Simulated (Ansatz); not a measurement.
# InPH4O (SMILES O[PH][InH2]): HF/3-21G

Aim: the energy change on altering one bond length of InPH4O at HF/3-21G, from 2 runs. 

Program for the calculation: Ansatz 0.2.0.

53 further runs of the same task are left out: 53 set aside as unsound or not needed. Runs told in other sessions of the task aren't counted.

**1. The molecule**

InPH4O: 7 atoms, total charge 0, spin state singlet. As SMILES, `O[PH][InH2]`. The shape is that of a PBE0-D4/def2-TZVP optimisation. This is one conformer, not always the lowest.

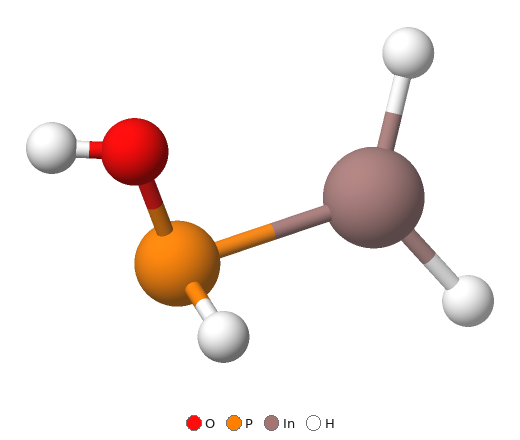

Viewed from a chosen angle; oxygen red, phosphorus orange, indium brown, hydrogen white.

**2. The energy at HF/3-21G**

File run.yaml:

```yaml
crystal:
  periodic: [false, false, false]
  atoms:
    - {symbol: O, position_ang: [-1.844500, 0.146900, 0.079200]}
    - {symbol: P, position_ang: [-0.622800, -0.370000, -0.935500]}
    - {symbol: In, position_ang: [1.396900, 0.365900, 0.345900]}
    - {symbol: H, position_ang: [-2.634300, 0.311800, -0.441900]}
    - {symbol: H, position_ang: [-0.483700, -1.722100, -0.492200]}
    - {symbol: H, position_ang: [1.278200, 1.623200, 1.518000]}
    - {symbol: H, position_ang: [2.910100, -0.355700, -0.073500]}
basis:
  gaussian:
    orbitals: 3-21G-spherical.json
hamiltonian:
  xc: hf
accuracy: high
output: {orbitals: {seedname: orbitals}}
```

The basis set 3-21G is read from a file made from the Basis Set Exchange's data (not shown).

Started as:

```bash
$ ansatz run run.yaml --threads 1 --pin off --max-ram 3480MiB --events-out events.jsonl --progress --plain --runs-dir runs
```

Log:

```text
Warning: RAYON_NUM_THREADS=1 ignored (pool sized by the plan → 1); use --threads N
Functional definition: HF
  name "HF"
  exchange = exact_x
  correlation = 0
1294 factors; integrals over basis functions are off by at most 9.6e-9 eV
mean field evaluation 1: about -166816.3880 eV, gradient 2.6e1 eV
mean field evaluation 2: about -166816.6489 eV, gradient 2.7e1 eV
mean field evaluation 4: about -166818.2174 eV, gradient 1.8e0 eV
mean field evaluation 8: about -166818.2407 eV, gradient 7.8e-2 eV
mean field evaluation 16: about -166818.2408 eV, gradient 2.7e-8 eV
mean field -166818.24078050 eV, -6130.4572752185 hartree, gradient 2.7e-8 eV, S^2 0.000000; 0 other end points of the search recorded, 0 dependent functions left out
reference -166818.24078050 eV, -6130.4572752185 hartree; 38, 38 occupied and 23, 23 virtual orbitals, 1294 factors
Total energy: -166818.24078050 eV, -6130.4572752185 hartree
```

It took 1.6 s on 1 thread of Arm Neoverse V1, shared host; peak memory 0.16 GiB.

**3. The distorted shape at the same level**

File run.yaml:

```yaml
basis:
  gaussian: {orbitals: 3-21G-spherical.json}
crystal:
  periodic: [false, false, false]
  atoms:
    - symbol: O
      position_ang: [-1.725990, 0.122157, 0.157391]
    - symbol: P
      position_ang: [-0.504290, -0.394743, -0.857309]
    - symbol: In
      position_ang: [1.515410, 0.341157, 0.424091]
    - symbol: H
      position_ang: [-2.634300, 0.311800, -0.441900]
    - symbol: H
      position_ang: [-0.365190, -1.746843, -0.414009]
    - symbol: H
      position_ang: [1.396710, 1.598457, 1.596191]
    - symbol: H
      position_ang: [3.028610, -0.380443, 0.004691]
hamiltonian: {xc: hf}
accuracy: high
output: {orbitals: {seedname: orbitals}}
```

The basis set 3-21G is read from a file made from the Basis Set Exchange's data (not shown).

Started as:

```bash
$ ansatz run run.yaml --threads 1 --pin off --max-ram 3480MiB --events-out events.jsonl --progress --plain --runs-dir runs
```

Log:

```text
Warning: RAYON_NUM_THREADS=1 ignored (pool sized by the plan → 1); use --threads N
Functional definition: HF
  name "HF"
  exchange = exact_x
  correlation = 0
1294 factors; integrals over basis functions are off by at most 7.5e-9 eV
mean field evaluation 1: about -166815.9183 eV, gradient 2.6e1 eV
mean field evaluation 2: about -166816.1917 eV, gradient 2.7e1 eV
mean field evaluation 4: about -166817.8415 eV, gradient 1.9e0 eV
mean field evaluation 8: about -166817.8685 eV, gradient 8.9e-2 eV
mean field evaluation 16: about -166817.8686 eV, gradient 2.5e-8 eV
mean field -166817.86861887 eV, -6130.4435985310 hartree, gradient 2.5e-8 eV, S^2 0.000000; 0 other end points of the search recorded, 0 dependent functions left out
reference -166817.86861887 eV, -6130.4435985310 hartree; 38, 38 occupied and 23, 23 virtual orbitals, 1294 factors
Total energy: -166817.86861887 eV, -6130.4435985310 hartree
```

It took 1.6 s on 1 thread of Arm Neoverse V1, shared host; peak memory 0.16 GiB.

**4. Summary of results**

Level: HF/3-21G.

| quantity | value |
| --- | --- |
| first shape: total energy | -6130.45728 Eh |
| first shape: HOMO energy | -8.73 eV |
| first shape: LUMO energy | 0.69 eV |
| first shape: HOMO–LUMO gap | 9.43 eV |
| distorted shape: total energy | -6130.44360 Eh |
| distorted shape: HOMO energy | -8.66 eV |
| distorted shape: LUMO energy | 0.70 eV |
| distorted shape: HOMO–LUMO gap | 9.36 eV |
| energy change with the O1–H4 bond stretched from 0.960 to 1.105 Å | 0.372 eV |

In words: With the O1–H4 bond stretched from 0.960 to 1.105 Å the energy rises by 0.37 eV (8.6 kcal/mol). The first shape isn't relaxed at this level, so the change isn't measured from a minimum. Relativity is left out (first shape) although the molecule holds a heavy atom. Relativity is left out (distorted shape) although the molecule holds a heavy atom.
